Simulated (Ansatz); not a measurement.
**AlFe: a single-point run**

Aim: a sound single-point run of AlFe. The structure is shown as the input types it.

Program: Ansatz 0.2.0. Level of theory: DFT, PBE, PAW with Ansatz's default frozen-core files, scalar-relativistic. These are calculated values, not measurements.

**1. Starting point**

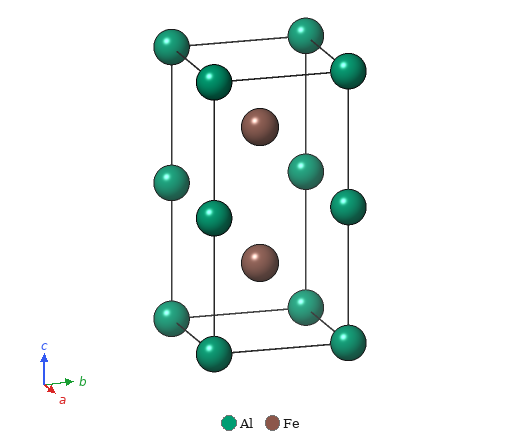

The starting structure, seen slightly off an axis (aluminium teal, iron brown). Atoms on the faces are drawn again on the opposite ones.

As a file:

```
Al Fe
1.0
     5.49910    0.00000    0.00000
     0.00000    5.49910    0.00000
     0.00000    0.00000   10.99821
Al Fe
2 2
Direct
  0.00000 0.00000 0.00000
  0.00000 0.00000 0.50000
  0.50000 0.50000 0.25000
  0.50000 0.50000 0.75000
```

**2. The calculation**

input.yaml

```yaml
crystal:
  lattice:
    - [5.49910295, 0.0, 0.0]
    - [0.0, 5.49910295, 0.0]
    - [0.0, 0.0, 10.9982059]
  atoms:
    - { symbol: Al, position: [0.0, 0.0, 0.0] }
    - { symbol: Al, position: [0.0, 0.0, 0.5] }
    - { symbol: Fe, position: [0.5, 0.5, 0.25], spin: 3.0 }
    - { symbol: Fe, position: [0.5, 0.5, 0.75], spin: 3.0 }
magnetization:
  spin_polarized: true
kpoints:
  mp_grid: { grid: [10, 10, 5] }
scf:
  occupations: { method: fermi_dirac, width: 0.1 }
  lower_state_search: "off"
  max_iter: 60
hamiltonian:
  xc: pbe
  pseudopotentials: { kind: paw }
output:
  forces: true
  stress: true
  eigenvalues: true
  populations: true
```

On the command line:

```
> ansatz run input.yaml --threads 2 --pin off --max-ram 6144MiB --backend cpu --events-out ev --progress --plain --runs-dir out
```

What happens when this is run?

This run ends as converged. Convergence says nothing about whether the input makes sense.

The structure is inflated by the factor 1.89 between bohr and ångström. The shortest distance in the input is 4.76 Å, between atoms 1 (Al) and 3 (Fe).

The cure: divide the lengths by 1.8897.
